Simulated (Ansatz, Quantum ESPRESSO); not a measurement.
# DyHSe (P-6m2): modes at Γ and the response to a field, part 3 of 3

Wanted: the vibrations of DyHSe (P-6m2) at Γ, by two programs.

Quantum ESPRESSO 7.5; DFT PBEsol, scalar-relativistic, plane waves, PseudoDojo norm-conserving, 4f in core pseudopotentials.

So far, highest mode moved by the LO-TO term (cm⁻¹): step 8 (modes along a direction of q (1 0 0)) 1215. The relaxed cell has a = 3.780, c = 3.844 Å (conventional setting).

### 9. Modes along a direction of q (0 0 1)

File dynmat.in:

```
&INPUT
  fildyn = 'g.dyn'
  asr    = 'simple'
  fileig = 'dynmat.eig'
  q(1)   = 0.0
  q(2)   = 0.0
  q(3)   = 1.0
/
```

Run with:

```
dynmat.x -in dynmat.in > dynmat.out
```

Numbers of over 12 decimals in the logs are rounded to 6 here.

What it wrote:

```text
[banner, memory and clock lines left out]
Program DYNMAT v.7.5

     Reading Dynamical Matrix from file g.dyn
     ...Force constants read
     ...epsilon and Z* read

     Polarizability (A^3 units)
     multiply by 0.265576 for Clausius-Mossotti correction
        31.675201    0.000000    0.000000
         0.000000   31.675201    0.000000
         0.000000   -0.000000   30.868478

     IR activities are in (D/A)^2/amu units

# mode   [cm-1]    [THz]      IR
    1     -0.00   -0.0000    0.0000
    2      0.00    0.0000    0.0000
    3      0.00    0.0000    0.0000
    4    172.88    5.1829    1.7476
    5    172.88    5.1829    1.7476
    6    230.16    6.8999    3.1846
    7    733.86   22.0005    8.1777
    8   1124.86   33.7225   43.9733
    9   1124.86   33.7225   43.9733

[end of the log left out, with the tail of the file of modes that dynmat.x writes under the same name]
```

It took 0.47 s on 1 thread of Arm Neoverse V2, shared host.

This step gave:

```
highest mode moved by the LO-TO term : 733.9 cm⁻¹
```

Zone-centre frequencies as printed; negative means imaginary. Modes:

```
mode  frequency (cm⁻¹)
   1                 0
   2                 0
   3                 0
   4             172.9
   5             172.9
   6             230.2
   7             733.9
   8              1125
   9              1125
```

The field moves 2 modes; the highest of them now lies at 734 cm⁻¹, where the highest that moved away lay at 707.

### 10. Modes along a direction of q (1 1 1)

File dynmat.in:

```
&INPUT
  fildyn = 'g.dyn'
  asr    = 'simple'
  fileig = 'dynmat.eig'
  q(1)   = 1.0
  q(2)   = 1.0
  q(3)   = 1.0
/
```

Run with:

```
dynmat.x -in dynmat.in > dynmat.out
```

What it wrote:

```text
[banners, grids, parts of the stress and lines that vanish by symmetry left out]
[banner, memory and clock lines left out]
Program DYNMAT v.7.5

     Reading Dynamical Matrix from file g.dyn
     ...Force constants read
     ...epsilon and Z* read

     Polarizability (A^3 units)
     multiply by 0.265576 for Clausius-Mossotti correction
        31.675201    0.000000    0.000000
         0.000000   31.675201    0.000000
         0.000000   -0.000000   30.868478

     IR activities are in (D/A)^2/amu units

# mode   [cm-1]    [THz]      IR
    1     -0.00   -0.0000    0.0000
    2     -0.00   -0.0000    0.0000
[...]
8   1124.86   33.7225   43.9733
    9   1187.38   35.5967   44.2327

[end of the log left out, with the tail of the file of modes that dynmat.x writes under the same name]
```

Elapsed: 0.47 s, on 1 thread.

Numbers from this step:

- highest mode moved by the LO-TO term: 1187 cm⁻¹

Zone-centre frequencies as printed; negative means imaginary. Modes:

```
mode  frequency (cm⁻¹)
   1                 0
   2                 0
   3                 0
   4             172.9
   5             178.9
   6               210
   7             714.4
   8              1125
   9              1187
```

The field moves 4 modes; the highest of them now lies at 1187 cm⁻¹, where the highest that moved away lay at 1125.

### 11. A second program

A second program on the same cell, potentials, cutoff and meshes tests the implementation of the phonon response, not its convergence. Its field response is summed in its own way. Its k mesh is centred on Γ.

This step: DFT PBEsol, scalar-relativistic, plane waves, norm-conserving pseudopotentials, 4f in core (Ansatz 0.2.0).

File input.yaml:

```yaml
crystal:
  lattice:
    - [3.7803582127, 0.0, 0.0]
    - [-1.8901791073, 3.2738862471, 0.0]
    - [0.0, 0.0, 3.8437066194]
  atoms:
    - { symbol: Dy, position: [0.0, 0.0, 0.0] }
    - { symbol: H, position: [0.3333333333, 0.6666666667, 0.0] }
    - { symbol: Se, position: [0.6666666667, 0.3333333333, 0.5] }
kpoints:
  mp_grid: { grid: [9, 9, 6] }
hamiltonian:
  xc: pbesol
  pseudopotentials:
    kind: nc
    azcp: { Dy: "pseudopotentials/pbe/nc/lanthanide_3plus/Dy.nc.azcp" }
    accuracy: standard
scf:
  occupations: { method: fixed }
output:
  eigenvalues: true
basis:
  ecutwfc: 1061.244
phonons:
  method: dfpt
  dielectric: true
  rigid_motions: translations
```

Run with:

```
ansatz run input.yaml --threads 8 --pin off --max-ram 16384MiB --backend cpu --events-out ev --progress --plain --runs-dir out
```

What it wrote:

```text
Warning: basis.ecutwfc = 1061.244 eV is below the records' recommended 1170.089609 eV, and the density's cutoff is lower with it unless basis.ecutrho_ratio is high enough to keep the records' density cutoff: compare with a run at a higher cutoff
Warning: <dir> the record states the generating functional pbe (its physics header spells it `PBE`), which answers neither for hamiltonian.xc's functional nor for the pbesol family's — results may be inconsistent (PPs are generated against a specific XC)
Engine: ansatz 0.2.0, aarch64-unknown-linux-gnu
Pseudopotentials: kind: nc
Pseudopotential: Dy, nc, valence charge 11, recommended cutoff 625.861884 eV (normal), <dir>
Pseudopotential: H, nc, valence charge 1, recommended cutoff 979.609905 eV (normal), H.nc.azcp (PseudoDojo's, or run here from an input of PseudoDojo's; its table is named by hamiltonian.pseudopotentials.accuracy)
Pseudopotential: Se, nc, valence charge 16, recommended cutoff 1170.089609 eV (normal), Se.nc.azcp (PseudoDojo's, or run here from an input of PseudoDojo's; its table is named by hamiltonian.pseudopotentials.accuracy)
Functional definition: PBEsol
  exchange = pbesol_x
  correlation = pbesol_c
Crystal: 3 atoms, lattice volume = 47.571 Å³
Basis set: ecut = 1061.244 eV, 3759 PW (Γ), exchange–correlation on 90×90×90 points (8 copies of the dense FFT grid, shifted against one another)
Bands: 18, of which v1, the nominal top of the filled ones, is band 14 counted from 1 (13 counted from 0)
Symmetry: 12 space group operations
k-points: 140 of 486 (irreducible under 2 space group operations, time reversal used)
Non-local potential: Dy, projectors of the file, l = 0: 2, l = 1: 2, l = 2: 2, l = 3: 1
Non-local potential: H, projectors of the file, l = 0: 2, l = 1: 1
Non-local potential: Se, projectors of the file, l = 0: 2, l = 1: 2, l = 2: 2
Initial density: superposition of atomic densities (chi_scale 0.1, normalization cell, long waves kept (reshape's long-wave potential 0.00 eV rms))
Initial wavefunctions: pseudopotential atomic-orbital guess
Functional: x = pbesol(κ = 0.804, μ = 0.123457), c = pbesol(β = 0.046)
SCF iter   1: F=—  HF=-4496.067744 eV  |F-HF|=—  |Δ(HF+E_count)|=         —  Δρ=7.92e-2  dr2=5.21e0  ethr=3.10e-3  ⟨swp⟩=5.1  Hψ=12193  notcnv=0  defer=200
preconditioner: auto → none  [insulator: Δε(μ)=1.103 eV  Ē_g=8.271 eV  n_scr=8 (ndim 8)  ℏωp=17.0 eV  f_vac=0.000  ε∞_Penn≈5.2]
SCF iter   2: F=—  HF=-4494.396440 eV  |F-HF|=—  |Δ(HF+E_count)|=    1.67e0  Δρ=2.74e-2  dr2=5.76e-1  ethr=3.10e-3  ⟨swp⟩=4.2  Hψ=7416  notcnv=0  defer=240
SCF iter   3: F=—  HF=-4494.226563 eV  |F-HF|=—  |Δ(HF+E_count)|=   1.70e-1  Δρ=1.08e-2  dr2=3.38e-2  ethr=2.06e-3  ⟨swp⟩=3.6  Hψ=4863  notcnv=0  defer=271
SCF iter   4: F=—  HF=-4494.218100 eV  |F-HF|=—  |Δ(HF+E_count)|=   8.46e-3  Δρ=1.83e-3  dr2=9.55e-4  ethr=1.21e-4  ⟨swp⟩=3.1  Hψ=4462  notcnv=0  defer=276
SCF iter   5: F=—  HF=-4494.218485 eV  |F-HF|=—  |Δ(HF+E_count)|=   3.85e-4  Δρ=8.56e-4  dr2=7.81e-5  ethr=3.41e-6  ⟨swp⟩=2.9  Hψ=5107  notcnv=0  defer=278
SCF iter   6: F=—  HF=-4494.218462 eV  |F-HF|=—  |Δ(HF+E_count)|=   2.32e-5  Δρ=8.75e-5  dr2=1.89e-6  ethr=2.79e-7  ⟨swp⟩=2.1  Hψ=4574  notcnv=0  defer=274
SCF iter   7: F=—  HF=-4494.218511 eV  |F-HF|=—  |Δ(HF+E_count)|=   4.88e-5  Δρ=1.70e-5  dr2=1.10e-7  ethr=6.74e-9  ⟨swp⟩=3.5  Hψ=4975  notcnv=0  defer=262
SCF iter   8: F=—  HF=-4494.218511 eV  |F-HF|=—  |Δ(HF+E_count)|=  1.55e-11  Δρ=6.62e-6  dr2=5.43e-9  ethr=3.94e-10  ⟨swp⟩=3.5  Hψ=5357  notcnv=0  defer=262
SCF iter   9: F=—  HF=-4494.218511 eV  |F-HF|=—  |Δ(HF+E_count)|=   2.10e-9  Δρ=6.05e-7  dr2=1.09e-10  ethr=1.94e-11  ⟨swp⟩=2.7  Hψ=4744  notcnv=0  defer=260
SCF iter  10: F=-4494.218511 eV  HF=-4494.218511 eV  |F-HF|=1.91e-11  |Δ(HF+E_count)|=  3.64e-11  Δρ=4.59e-7  dr2=2.69e-11  ethr=1.00e-12  ⟨swp⟩=15.8  Hψ=19006  notcnv=0
SCF 1 converged in 10 iterations: F = -4494.218511 eV  dr2 = 2.69e-11
NSCF: frozen V_eff on 4 k-points
DFPT response loops at Γ: preconditioner auto → none (the input reference at scf.mixing.eps_inf says where Resta's filter doesn't serve); β = 0.50; Broyden in place of MSR1
── the response to a field inside a basis, on 14×14×12 k-points: an SCF that follows is theirs, and a resumed run solves both again ──
Bands: 15, of which v1, the nominal top of the filled ones, is band 14 counted from 1 (13 counted from 0)
k-points: 336
Initial density: handed on by an earlier stage of this run
Initial wavefunctions: pseudopotential atomic-orbital guess (no wavefunctions were taken with the density)
Eigensolver: Dense (336 Hₖ)
SCF iter   1: F=—  HF=-4494.213794 eV  |F-HF|=—  |Δ(HF+E_count)|=         —  Δρ=2.78e-4  dr2=4.30e-6  ethr=1.00e-1
preconditioner: auto → none  [insulator: Δε(μ)=1.532 eV  Ē_g=7.889 eV  n_scr=8 (ndim 8)  ℏωp=17.0 eV  f_vac=0.000  ε∞_Penn≈5.7]
SCF iter   2: F=—  HF=-4494.213797 eV  |F-HF|=—  |Δ(HF+E_count)|=   2.83e-6  Δρ=1.27e-4  dr2=7.12e-7  ethr=1.54e-8
SCF iter   3: F=-4494.213799 eV  HF=-4494.213799 eV  |F-HF|=2.65e-8  |Δ(HF+E_count)|=   1.32e-6  Δρ=1.56e-5  dr2=1.50e-8  ethr=2.54e-9
SCF 1 converged in 3 iterations: F = -4494.213799 eV  dr2 = 1.50e-8
DFPT response loops at Γ: mixed as the last ones told, above
WARN: field response: ε∞ stands inside a basis, on 14×14×12 points; the force constants stand on the 9×9×6 k-mesh, whose period is 10.88 times the interband length at k = (0.0000, 0.0000, -0.5000), direct gap 1.771 eV, under 14: take them and everything formed from them as unconverged, and compare with a denser kpoints.mp_grid
SCF converged after 10 iterations
Free energy (F): -4494.218511 eV
Harris-Foulkes:  -4494.218511 eV  (|F-HF|=1.91e-11)
Internal energy: -4494.218511 eV  (E = F + TS)
E sigma→0 (E₀):  -4494.218511 eV
Fermi energy:    11.650774 eV
--- Per-component energies (eV) ---
  E_band       = -423.926001
  E_kinetic    = 2436.383086
  E_local      = -2935.168575  (includes V_loc(G=0)·N_el)
  E_nonlocal   = -1406.974743
  E_hartree    = 1079.554716
  E_xc         = -959.579294
  E_vxc        = -677.275072  (∫ρ·V_xc dr)
  E_ewald      = -2708.433701
  E_smearing   = -0.000000  (= −TS)
  E_closure    = -0.000000  (closes the sum)
  Σ components = -4494.218511   (vs F -4494.218511, Δ=0.00e0)
--- Band table (eV; the first three rows and the last of 140) ---
  k-point 0: bands = [... 10 lower, 7.8304, 9.9317, 9.9317, 10.0044, 12.9868, 15.7489, 15.7489, 16.0446]
  k-point 1: bands = [... 10 lower, 6.8916, 10.0468, 10.0468, 10.6281, 13.4947, 14.4868, 14.4868, 16.7866]
  k-point 2: bands = [... 10 lower, 5.5279, 10.2852, 10.2852, 11.3637, 13.6288, 13.6288, 14.9898, 16.0937]
  k-point 139: bands = [... 10 lower, 7.2165, 7.9196, 8.6283, 9.2886, 15.8247, 15.9898, 16.9541, 17.9010]
--- Phonons (Γ-DFPT): 6 representative perturbations + reference, on 140 of 486 k-points (Σ response iterations 22) ---
  k mesh reduced under 2 symmetry operations, with k and −k counted as one. Each operation leaves every solved perturbation unchanged. A smaller set is not considered because the run solves the response to a homogeneous field
  ASR residual: 8.298e-4 → 0.000e0 eV/Å²; symmetrization residual: 1.188e-5 eV/Å²
  ASR residual per site (eV/Å²): 7.34e-5 8.48e-5 8.30e-4
  Γ frequencies (cm⁻¹): 0.00 0.00 0.00 173.45 173.45 190.11 707.42 1125.02 1125.02
  ε∞ (high-frequency dielectric tensor):
        9.221726    -0.000000     0.000000
       -0.000000     9.221726     0.000000
        0.000000     0.000000     9.107331
  ε⁰ (static dielectric tensor: ions relaxed, cell fixed):
       13.309877    -0.000000     0.000000
       -0.000000    13.309877     0.000000
        0.000000     0.000000    14.393255
  ε⁰ − ε∞ (ionic part):
        4.088151     0.000000     0.000000
        0.000000     4.088151     0.000000
        0.000000     0.000000     5.285924
  softest optical mode at Γ: 173.45 cm⁻¹; the repairs (sum rule, projections) moved no ω² at Γ by more than (7.19 cm⁻¹)²
  Born effective charges Z* (e; rows j = field, columns β = displacement):
    site 0:
         3.07716   -0.00000    0.00000
        -0.00000    3.07716    0.00000
         0.00000    0.00000    3.14073
    site 1:
        -1.36265    0.00000   -0.00000
         0.00000   -1.36265    0.00000
        -0.00000    0.00000   -0.58941
    site 2:
        -1.71450    0.00000   -0.00000
         0.00000   -1.71450   -0.00000
        -0.00000   -0.00000   -2.55132
  Z* charge neutrality: 1.357e-3 e pre-enforcement
  solved inside a basis spanned on kpoints, on 14×14×12 k-points transformed towards the longest dipole: ε∞ is read to err by 2.9e-2, Z* by 1.8e-2 e (field_mesh: kpoints solves on kpoints); Z* is corrected for what the basis lacks
  optical modes at Γ without the LO–TO term, one row a degenerate level:
      ω (cm⁻¹)  modes    IR ((D/Å)²/amu)
        173.45      2             3.4432
        190.11      1             3.7167
        707.42      1             7.5367
       1125.02      2            85.9598
  optical modes at Γ + LO–TO along q̂ = [1.0000, 0.0000, 0.0000]:
      ω (cm⁻¹)  modes    IR ((D/Å)²/amu)
        173.45      1             1.7216
        190.11      1             3.7167
        192.97      1             1.2564
        707.42      1             7.5367
       1125.02      1            42.9799
       1214.85      1            43.4451
  optical modes at Γ + LO–TO along q̂ = [0.0000, 1.0000, 0.0000]:
      ω (cm⁻¹)  modes    IR ((D/Å)²/amu)
        173.45      1             1.7216
        190.11      1             3.7167
        192.97      1             1.2564
        707.42      1             7.5367
       1125.02      1            42.9799
       1214.85      1            43.4451
  optical modes at Γ + LO–TO along q̂ = [0.0000, 0.0000, 1.0000]:
      ω (cm⁻¹)  modes    IR ((D/Å)²/amu)
        173.45      2             3.4432
        230.30      1             3.1601
        734.12      1             8.0932
       1125.02      2            85.9598
```

The job ended after 64 s (8 threads; peak memory 2.1 GiB; 8.1 min of CPU time).

This step gave:

- sum-rule residual before enforcement: 8.30e-4 eV/Å²
- miss of the charge sum rule: 0.001357 e
- estimated error of the dielectric tensor: 0.02900
- estimated error of the Born charges: 0.01780 e
- lowest optical zone-centre mode: 173.4 cm⁻¹
- mean high-frequency dielectric constant: 9.184
- largest Born charge in size (third of the trace): 3.098 e
- mean static dielectric constant: 13.67
- highest mode moved by the LO-TO term: 1215 cm⁻¹

Transverse modes. Lines of the infrared spectrum (strongest = 100):

```
position (cm⁻¹)  label  IR intensity ((D/Å)²/amu), degenerate modes summed, relative
            173     E'                                                           4.0
            190   A2''                                                           4.3
            707   A2''                                                           8.8
           1125     E'                                                           100
```

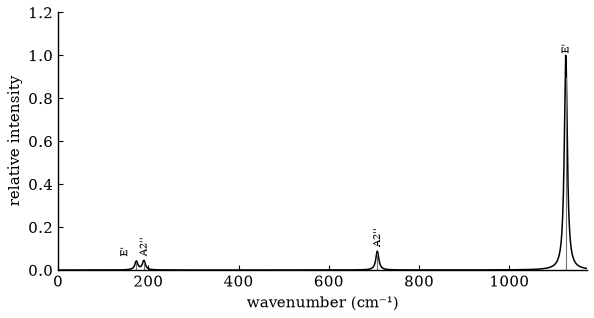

The infrared spectrum, broadened with Lorentzians of width 8 cm⁻¹; bars mark the lines.

The log warns that the force constants on this k mesh are to be taken as unconverged.

### 12. Side by side: QE PseudoDojo and Ansatz, PseudoDojo

Numbers from this step:

- root-mean-square difference: 0.4 cm⁻¹
- largest difference: 0.57 cm⁻¹

Frequencies side by side, by row:

```
q (reciprocal lattice)  mode  QE PseudoDojo (cm⁻¹)  Ansatz, PseudoDojo (cm⁻¹)
                 0 0 0     1                     0                          0
                 0 0 0     2                     0                          0
                 0 0 0     3                     0                          0
                 0 0 0     4                 172.9                      173.4
                 0 0 0     5                 172.9                      173.4
                 0 0 0     6                 189.8                      190.1
                 0 0 0     7                   707                      707.4
                 0 0 0     8                  1125                       1125
                 0 0 0     9                  1125                       1125
```

The two runs side by side. Further quantities:

```
                                                                               quantity  QE PseudoDojo  Ansatz, PseudoDojo
                                                                                mean ε∞          9.296               9.184
largest Born charge in size (e; the first before, the second after the charge sum rule)          3.118               3.098
```

At the zone centre the largest difference (acoustic modes at Γ apart) is 0.05 % of the highest mode.

### 13. Summary of results

```json
{
 "space group after relaxation": "P-6m2",
 "volume per atom": "15.9 Å³",
 "gap on the k-mesh": "1.34 eV",
 "highest optical zone-centre mode (no LO-TO term)": "1125 cm⁻¹",
 "lowest optical zone-centre mode": "172.9 cm⁻¹",
 "highest mode moved by the LO-TO term": "1215 cm⁻¹",
 "mean high-frequency dielectric constant": "9.30",
 "largest Born charge in size (third of the trace)": "3.12 e",
 "mean static dielectric constant": "13.9",
 "imaginary optical modes at the zone centre (no q mesh in this session)": "none",
 "largest difference from Ansatz, PseudoDojo": "0.57 cm⁻¹"
}
```

**Reading.** At the PBEsol level the optical modes of DyHSe (P-6m2) at the zone centre (no LO-TO term) run from 173 to 1125 cm⁻¹. Along the directions run, the highest mode that the macroscopic field moves lies at 1215 cm⁻¹. Lattice motion raises the mean dielectric constant from 9.296 to 13.87. Of the 6 optical modes, 4 are both infrared and Raman active and 2 are infrared active alone. QE PseudoDojo and Ansatz, PseudoDojo agree to 0.57 cm⁻¹ (0.05 % of the highest mode compared) on all solved modes but the acoustic ones at Γ, without the LO-TO term. These are harmonic frequencies at zero temperature: anharmonic shifts and linewidths and thermal expansion are left out. Spin-orbit coupling is left out, which can matter for the heavy elements here. The 4f electrons are frozen in the core as for a trivalent ion, in files made for PBE, so their moments and any magnetic order are left out. The relaxation ran at 78 Ry, under the 86 Ry recommended for these files; the stress of so short a basis can leave the cell about one per cent too small. Ansatz warns that the cutoff lies 9 % under the one recommended for these files; agreement at one cutoff is not convergence. Ansatz's log warns that force constants on this k mesh are to be taken as unconverged, an error that the frequencies of both programs share. The structure comes from a database and need not be the phase that is stable at ambient conditions.

[Host names and launcher messages were left out of these logs when they were recorded.]

[Logs are printed without paths, hosts, clocks, repeated set-up lines and the standing remarks that a program may print on its own settings, such as how far it seeks lower states.]

[Hosts, paths, dates, database ids (printed as entryN), source tags and the programs' standing remarks are cut or masked in the printed files.]
